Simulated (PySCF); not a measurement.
**Two runs on C₃H₃FN₂**

System: C₃H₃FN₂.
Method of run A: GIAO PBE0/pcSseg-1 NMR shielding, non-relativistic, gas phase (PySCF 2.14.0).

The geometry comes from this level: B3LYP-D3(BJ)/def2-SVP. Text and figures count atoms from 1; the logs count them from 0 in places.

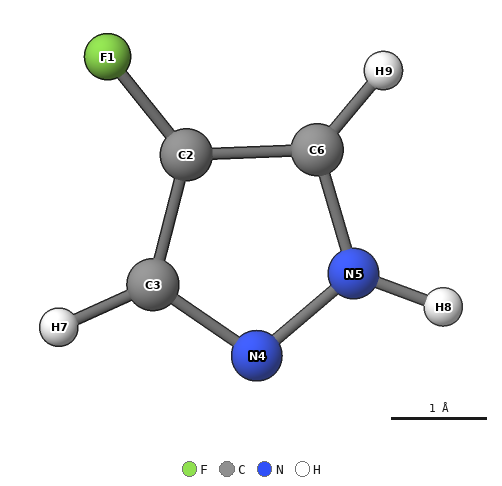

Figure 1. The structure as given in the input (ball-and-stick view, seen on its broad side; atoms are numbered from 1 in the order of the input).

## Input, run A
```
{"job": {"kind": "nmr", "xc": "PBE0", "basis": "pcSseg-1", "pop": false}, "charge": 0, "multiplicity": 1}
F     -2.453646     0.624394    -0.264595
C     -2.351355    -0.466225    -1.020201
C     -1.365989    -0.732501    -1.996812
N     -1.579830    -1.924580    -2.551511
N     -2.670344    -2.403635    -1.945997
C     -3.189939    -1.566228    -1.003780
H     -0.529571    -0.106828    -2.303475
H     -3.023479    -3.314599    -2.212215
H     -4.074418    -1.796823    -0.416362
```

The first line tells a small driver script what to run in PySCF; the rest is the geometry in Å.

Launched with:
```bash
OMP_NUM_THREADS=1 python <driver script> task.json out
```

Hardware: 1 CPU thread, shared host.

## Output (run A)
```
coarse grid: 8328 points
cycle   1  E = -324.9684898318  dE =  1.174e+00  |g| = 4.477e-01  |ddm| = 2.845e+00
cycle   2  E = -324.9430452449  dE =  2.544e-02  |g| = 6.085e-01  |ddm| = 8.833e-01
cycle   3  E = -325.0057636710  dE = -6.272e-02  |g| = 9.045e-02  |ddm| = 5.056e-01
cycle   4  E = -325.0070350103  dE = -1.271e-03  |g| = 4.489e-02  |ddm| = 8.152e-02
cycle   5  E = -325.0074685395  dE = -4.335e-04  |g| = 9.531e-03  |ddm| = 3.835e-02
cycle   6  E = -325.0074859335  dE = -1.739e-05  |g| = 3.718e-03  |ddm| = 1.017e-02
cycle   7  E = -325.0074885875  dE = -2.654e-06  |g| = 1.273e-03  |ddm| = 3.513e-03
final grid: 83328 points
cycle   8  E = -325.0455535504  dE = -2.280e-05  |g| = 7.402e-03  |ddm| = 2.301e-02
cycle   9  E = -325.0455370934  dE =  1.646e-05  |g| = 1.167e-02  |ddm| = 1.447e-02
cycle  10  E = -325.0455651194  dE = -2.803e-05  |g| = 1.503e-03  |ddm| = 9.293e-03
cycle  11  E = -325.0455656496  dE = -5.302e-07  |g| = 4.097e-04  |ddm| = 1.389e-03
cycle  12  E = -325.0455656789  dE = -2.936e-08  |g| = 1.195e-04  |ddm| = 3.256e-04
cycle  13  E = -325.0455656810  dE = -2.021e-09  |g| = 3.043e-05  |ddm| = 9.725e-05
cycle  14  E = -325.0455656811  dE = -1.254e-10  |g| = 1.942e-05  |ddm| = 3.345e-05
converged SCF energy = -325.0455656811

GIAO shielding tensors (ppm)
atom      isotropic    diamagn.    paramagn.     s11        s22        s33       span
  0 F      361.114     474.236    -113.121    300.932    322.940    459.472    158.540
  1 C       24.967     239.756    -214.789    -21.737     24.603     72.036     93.773
  2 C       52.031     250.672    -198.640    -24.622     45.971    134.745    159.366
  3 N      -76.149     321.834    -397.983   -328.395    -91.157    191.103    519.498
  4 N       53.256     329.710    -276.453    -65.364     85.513    139.619    204.983
  5 C       66.683     255.367    -188.684      1.655     49.105    149.288    147.633
  6 H       23.741      30.718      -6.977     21.728     23.755     25.741      4.013
  7 H       22.460      28.698      -6.239     16.971     23.432     26.976     10.005
  8 H       23.919      28.709      -4.790     22.048     24.600     25.109      3.061
```

For run B the input was changed thus:
```diff
-F     -2.453646     0.624394    -0.264595
-C     -2.351355    -0.466225    -1.020201
-C     -1.365989    -0.732501    -1.996812
-N     -1.579830    -1.924580    -2.551511
-N     -2.670344    -2.403635    -1.945997
-C     -3.189939    -1.566228    -1.003780
-H     -0.529571    -0.106828    -2.303475
-H     -3.023479    -3.314599    -2.212215
-H     -4.074418    -1.796823    -0.416362
+F      0.094539     1.817619     1.330939
+C      0.016760     0.770328     0.521984
+C      0.898487     0.450455    -0.510956
+N      0.432306    -0.626220    -1.170314
+N     -0.764615    -1.057669    -0.495349
+C     -0.964705    -0.221089     0.539689
+H      1.815408     0.954494    -0.813250
+H      0.272477    -1.739731    -0.628818
+H     -1.800656    -0.348186     1.226074
```

Predict how the results change.

With the same method and basis, run B lies 49.6 kcal/mol higher. The HOMO goes from −7.20 to −8.08 eV. The LUMO goes from 0.13 to −0.55 eV. The dipole moment goes from 2.43 to 1.52 D. Of all shieldings, the largest change is that of N5, by −102.7 ppm. The SCF takes 13 iterations against 14.

## Output (run B)
```
coarse grid: 8328 points
cycle   1  E = -324.8924381125  dE =  1.139e+00  |g| = 4.433e-01  |ddm| = 2.855e+00
cycle   2  E = -324.8867219276  dE =  5.716e-03  |g| = 5.173e-01  |ddm| = 7.321e-01
cycle   3  E = -324.9268126134  dE = -4.009e-02  |g| = 8.028e-02  |ddm| = 4.159e-01
cycle   4  E = -324.9278138699  dE = -1.001e-03  |g| = 1.831e-02  |ddm| = 6.617e-02
cycle   5  E = -324.9278776480  dE = -6.378e-05  |g| = 6.242e-03  |ddm| = 1.935e-02
cycle   6  E = -324.9278850916  dE = -7.444e-06  |g| = 2.624e-03  |ddm| = 7.191e-03
final grid: 83328 points
cycle   7  E = -324.9665566953  dE = -2.121e-05  |g| = 7.706e-03  |ddm| = 2.557e-02
cycle   8  E = -324.9665335126  dE =  2.318e-05  |g| = 1.294e-02  |ddm| = 1.712e-02
cycle   9  E = -324.9665697505  dE = -3.624e-05  |g| = 1.490e-03  |ddm| = 1.096e-02
cycle  10  E = -324.9665702554  dE = -5.049e-07  |g| = 4.232e-04  |ddm| = 1.343e-03
cycle  11  E = -324.9665702874  dE = -3.204e-08  |g| = 9.911e-05  |ddm| = 3.289e-04
cycle  12  E = -324.9665702890  dE = -1.527e-09  |g| = 2.221e-05  |ddm| = 8.377e-05
cycle  13  E = -324.9665702890  dE = -7.708e-11  |g| = 1.109e-05  |ddm| = 2.138e-05
converged SCF energy = -324.9665702890

GIAO shielding tensors (ppm)
atom      isotropic    diamagn.    paramagn.     s11        s22        s33       span
  0 F      336.011     471.583    -135.572    263.229    285.662    459.140    195.911
  1 C       10.101     251.413    -241.312    -53.671     17.081     66.893    120.563
  2 C       41.237     253.702    -212.465    -41.281     27.202    137.790    179.070
  3 N      -49.494     321.804    -371.298   -238.756   -103.750    194.024    432.780
  4 N      -49.457     321.805    -371.262   -238.756   -103.745    194.130    432.886
  5 C       41.200     253.706    -212.506    -41.352     27.205    137.748    179.100
  6 H       23.138      29.230      -6.092     21.315     22.840     25.259      3.944
  7 H       18.508      24.426      -5.917      7.044     23.645     24.836     17.791
  8 H       23.138      29.233      -6.095     21.315     22.835     25.262      3.947
```

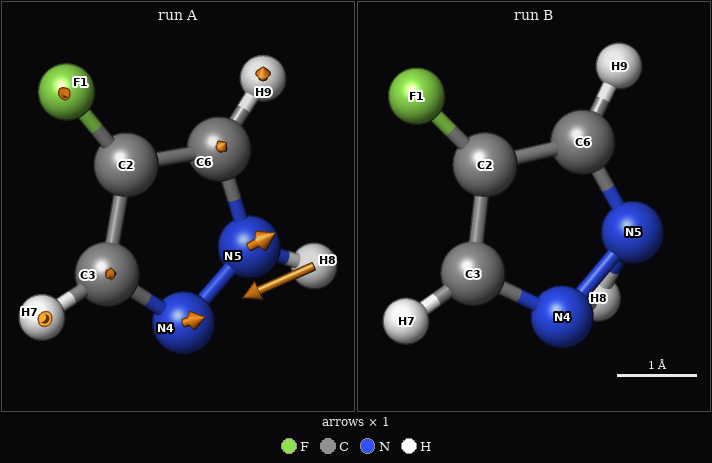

Figure 2. The two input geometries at one scale (ball-and-stick view, seen at a tilt). The orange arrows on the first give the shifts of the atoms after the best rigid fit, at true length. The atom that moves furthest after the best rigid fit is H8 (1.01 Å). Largest moves by element: H 1.01 Å, N 0.44 Å, F 0.16 Å, C 0.16 Å. Among the contacts that change: N4–H8 2.033 → 1.248 Å, N5–H8 1.013 → 1.248 Å, N4–N5 1.336 → 1.440 Å, N5–C6 1.363 → 1.346 Å.

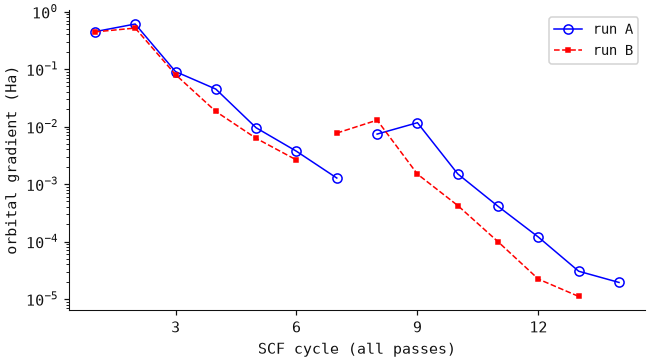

Figure 3. Convergence of the two runs: orbital gradient against the SCF cycle. A break in a curve parts two SCF passes (coarse and final grid). Run A takes 14 cycles in all, and run B takes 13.

## The two runs side by side

```tsv
quantity	run A	run B
outcome	converged	converged
total energy (hartree)	−325.045566	−324.966570
HOMO (eV)	−7.20	−8.08
LUMO (eV)	0.13	−0.55
dipole moment (D)	2.43	1.52
shielding of F1 (ppm)	361.1	336.0
shielding of C2 (ppm)	25.0	10.1
shielding of C3 (ppm)	52.0	41.2
shielding of N4 (ppm)	−76.1	−49.5
shielding of N5 (ppm)	53.3	−49.5
shielding of C6 (ppm)	66.7	41.2
shielding of H8 (ppm)	22.5	18.5
SCF iterations	14	13
basis functions	117	117
wall time (shared host)	10 s	9.9 s
```
